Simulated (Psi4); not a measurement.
# GaH2O2F (SMILES [OH][Ga]([OH])[F]) at MP2/6-31G(d) (spherical functions)

What is the vertical ionisation energy of GaH2O2F at MP2/6-31G* (spherical functions)? 

Program for the calculation: Psi4 1.11.

1 further run of the same task is left out (it didn't finish). Runs told in other sessions of the task aren't counted.

**1. The system as given**

GaH2O2F has 6 atoms, charge 0, and is taken as a singlet. SMILES: `[OH][Ga]([OH])[F]`. The shape is that of a PBE0-D4/def2-TZVP optimisation. This is one conformer, not always the lowest.

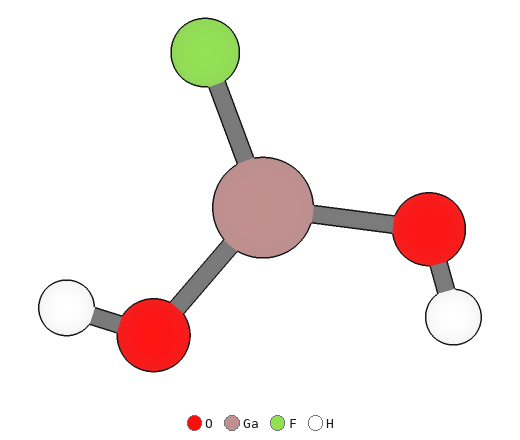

Viewed from a chosen angle; oxygen red, gallium pink, fluorine green, hydrogen white.

**2. A single-point energy at MP2/6-31G(d) (spherical functions)**

fgah2o2.json

```json
{
 "schema_name": "qcschema_input",
 "schema_version": 1,
 "molecule": {
  "schema_name": "qcschema_molecule",
  "schema_version": 2,
  "symbols": ["O", "Ga", "O", "F", "H", "H"],
  "geometry": [-0.5616266, 2.55301999, -1.08621458, -0.12887932, -0.64704223, -0.22223179, 1.50119843, -1.59171631, 2.52335129, -1.3655161, -3.00239687, -2.16335847, -1.49061597, 2.75711042, -2.63201055, 2.12443011, -0.1897285, 3.49315874],
  "molecular_charge": 0,
  "molecular_multiplicity": 1,
  "fix_symmetry": "c1"
 },
 "driver": "energy",
 "model": {
  "method": "mp2",
  "basis": "6-31G*"
 },
 "keywords": {
  "puream": true,
  "e_convergence": 1e-09,
  "d_convergence": 1e-08,
  "scf_type": "pk",
  "num_frozen_docc": 12,
  "mp2_type": "conv"
 }
}
```

Launch:

```bash
$ psi4 --qcschema fgah2o2.json -n 1 --memory 2200MB
```

stdout:

```text
[...]
  Running in c1 symmetry.
[...]
  Nuclear repulsion =  297.914371546032044
[...]
  Multiplicity = 1
[...]
  Nalpha       = 29
  Nbeta        = 29
[...]
    Number of basis functions: 78
[...]
   @RHF iter   1: -2172.07332197759524   -3.57582e+00   3.26582e-02 DIIS/ADIIS
[...]
   @RHF iter  13: -2173.37614014115252   -9.09495e-13   4.99789e-09 DIIS
[...]
    Orbital Energies [Eh]
    ---------------------
    Doubly Occupied:
       1A   -378.875499     2A    -48.249897     3A    -42.583471
       4A    -42.578923     5A    -42.578329     6A    -26.250394
       7A    -20.572665     8A    -20.570621     9A     -6.469340
      10A     -4.566905    11A     -4.560529    12A     -4.559965
      13A     -1.527820    14A     -1.346693    15A     -1.340639
      16A     -1.254862    17A     -1.254244    18A     -1.247977
      19A     -1.231669    20A     -1.228541    21A     -0.703698
      22A     -0.672808    23A     -0.634482    24A     -0.606937
      25A     -0.603302    26A     -0.544257    27A     -0.522176
      28A     -0.518150    29A     -0.502169
[...]
  @RHF Final Energy: -2173.37614014115252
   => Energetics <=
    Nuclear Repulsion Energy =            297.9143715460320436
    One-Electron Energy =               -3626.2670949629164170
    Two-Electron Energy =                1154.9765832757318549
    Total Energy =                      -2173.3761401411520637
[...]
 Multipole Moments:
 ------------------------------------------------------------------------------------
     Multipole            Electronic (a.u.)      Nuclear  (a.u.)        Total (a.u.)
 ------------------------------------------------------------------------------------
 L = 1.  Multiply by 2.5417464519 to convert [e a0] to [Debye]
 Dipole X            :         -0.9711249            0.9789232            0.0077983
 Dipole Y            :         -2.1727400            2.9808927            0.8081527
 Dipole Z            :         -1.5116481            1.4885783           -0.0230698
 Magnitude           :                                                    0.8085195
[...]
	SCS-MP2 Total Energy (a.u.)        : -2174.10785945305224
	SOS-MP2 Total Energy (a.u.)        : -2174.03114265668637
	SCSN-MP2 Total Energy (a.u.)       : -2173.78120482596523
[...]
	SOS-PI-MP2 Total Energy (a.u.)     : -2174.14030974260868
[...]
	MP2 Total Energy (a.u.)            : -2174.15212595986213
[...]
```

The result, in JSON:

```text
{
 "driver": "energy",
 "model": {
  "method": "mp2",
  "basis": "6-31G*"
 },
 "success": true,
 "return_result": -2174.152125959862,
 "properties": {
  "calcinfo_nbasis": 78,
  "calcinfo_nmo": 78,
  "calcinfo_nalpha": 29,
  "calcinfo_nbeta": 29,
  "calcinfo_natom": 6,
  "nuclear_repulsion_energy": 297.91437154603204,
  "return_energy": -2174.152125959862,
  "scf_one_electron_energy": -3626.2670949629164,
  "scf_two_electron_energy": 1154.9765832757319,
  "scf_dipole_moment": [0.007798324355344444, 0.808152653565021, -0.023069785626191885],
  "scf_total_energy": -2173.3761401411525,
  "scf_iterations": 13,
  "mp2_same_spin_correlation_energy": -0.23015038909825308,
  "mp2_opposite_spin_correlation_energy": -0.5458354296115693,
  "mp2_singles_energy": 0.0,
  "mp2_doubles_energy": -0.7759858187098223,
  "mp2_correlation_energy": -0.7759858187096143,
  "mp2_total_energy": -2174.152125959862
 }
}
```

Run time: 5.7 s. Hardware: 1 thread of Intel Xeon Platinum 8375C at 2.90GHz (Ice Lake), shared host; peak memory 0.35 GiB.

**3. The doublet cation, same level**

input.in

```
memory 2200 mb

molecule m {
  1 2
  O     -0.297200     1.351000    -0.574800
  Ga    -0.068200    -0.342400    -0.117600
  O      0.794400    -0.842300     1.335300
  F     -0.722600    -1.588800    -1.144800
  H     -0.788800     1.459000    -1.392800
  H      1.124200    -0.100400     1.848500
  symmetry c1
  no_reorient
  no_com
}

set globals {
  basis 6-31G*
  reference uhf
  puream true
  e_convergence 1e-09
  d_convergence 1e-08
  scf_type pk
  num_frozen_docc 12
  mp2_type conv
  maxiter 100
}

energy("mp2")
```

Launch:

```bash
$ psi4 -n 1 input.in input.out
```

input.out:

```text
[...]
  Running in c1 symmetry.
[...]
  Nuclear repulsion =  297.914371308642558
[...]
  Multiplicity = 2
[...]
  Nalpha       = 29
  Nbeta        = 28
[...]
    Number of basis functions: 78
[...]
   @UHF iter   1: -2171.59584033413967   -3.09833e+00   3.28782e-02 DIIS/ADIIS
[...]
   @UHF iter  30: -2172.94710302687099   -1.86446e-11   5.84615e-09 DIIS
[...]
   @S^2 Observed:                8.912814582E-01
[...]
    Orbital Energies [Eh]
    ---------------------
    Alpha Occupied:
       1A   -379.146506     2A    -48.520873     3A    -42.854212
       4A    -42.850389     5A    -42.849459     6A    -26.452654
       7A    -20.951652     8A    -20.944728     9A     -6.738984
      10A     -4.835029    11A     -4.833099    12A     -4.829499
      13A     -1.726192    14A     -1.715791    15A     -1.707162
      16A     -1.525054    17A     -1.521860    18A     -1.518092
      19A     -1.514584    20A     -1.509936    21A     -1.032420
      22A     -1.010650    23A     -0.936222    24A     -0.920696
      25A     -0.914549    26A     -0.880237    27A     -0.816303
      28A     -0.796140    29A     -0.795373
    Alpha Virtual:
[...]
  @UHF Final Energy: -2172.94710302687099
   => Energetics <=
    Nuclear Repulsion Energy =            297.9143713086425578
    One-Electron Energy =               -3610.0903415100096936
    Two-Electron Energy =                1139.2288671744959174
    Total Energy =                      -2172.9471030268709910
  UHF NO Occupations:
  HONO-2 :   27  A 1.9979686
  HONO-1 :   28  A 1.9319460
  HONO-0 :   29  A 1.0000000
  LUNO+0 :   30  A 0.0680540
  LUNO+1 :   31  A 0.0020314
[...]
 Multipole Moments:
 ------------------------------------------------------------------------------------
     Multipole            Electronic (a.u.)      Nuclear  (a.u.)        Total (a.u.)
 ------------------------------------------------------------------------------------
 L = 1.  Multiply by 2.5417464519 to convert [e a0] to [Debye]
 Dipole X            :          8.4607215           -8.1345151            0.3262064
 Dipole Y            :         38.0480511          -36.8220694            1.2259817
 Dipole Z            :         14.4362373          -14.0011698            0.4350674
 Magnitude           :                                                    1.3411657
[...]
	SCS-MP2 Total Energy (a.u.)        : -2173.65742352045709
	SOS-MP2 Total Energy (a.u.)        : -2173.58113578318807
	SCSN-MP2 Total Energy (a.u.)       : -2173.34990227965136
[...]
	SOS-PI-MP2 Total Energy (a.u.)     : -2173.68680790924100
[...]
	MP2 Total Energy (a.u.)            : -2173.70432686894264
[...]
```

Wall time 8.4 s (1 thread of Intel Xeon Platinum 8375C at 2.90GHz (Ice Lake), shared host); peak memory 0.35 GiB.

**4. Summary of results**

At MP2/6-31G* (spherical functions), 12 core orbitals frozen:

| quantity | value |
| --- | --- |
| singlet GaH2O2F: total energy | -2174.15213 Eh |
| singlet GaH2O2F: HOMO energy (Hartree–Fock orbitals) | -13.66 eV |
| singlet GaH2O2F: LUMO energy (Hartree–Fock orbitals) | 1.79 eV |
| singlet GaH2O2F: HOMO–LUMO gap (Hartree–Fock orbitals) | 15.46 eV |
| singlet GaH2O2F: correlation energy (12 core orbitals frozen) | -776.0 mEh |
| doublet cation: total energy | -2173.70433 Eh |
| doublet cation: HOMO energy (Hartree–Fock orbitals) (highest over α and β) | -16.02 eV |
| doublet cation: LUMO energy (Hartree–Fock orbitals) (lowest over α and β) | -9.78 eV |
| doublet cation: correlation energy (12 core orbitals frozen) | -757.2 mEh |
| doublet cation: ⟨S²⟩ of the reference determinant | 0.891 |
| vertical ionisation energy (to the doublet cation) | 12.185 eV |

In words: The vertical ionisation energy comes to 12.19 eV (281 kcal/mol). ⟨S²⟩ (doublet cation) is 0.89 where a pure doublet has 0.75: the reference is spin-contaminated. With no_com the log's rotational constants are taken about the origin, not the centre of mass, so they aren't the molecule's.
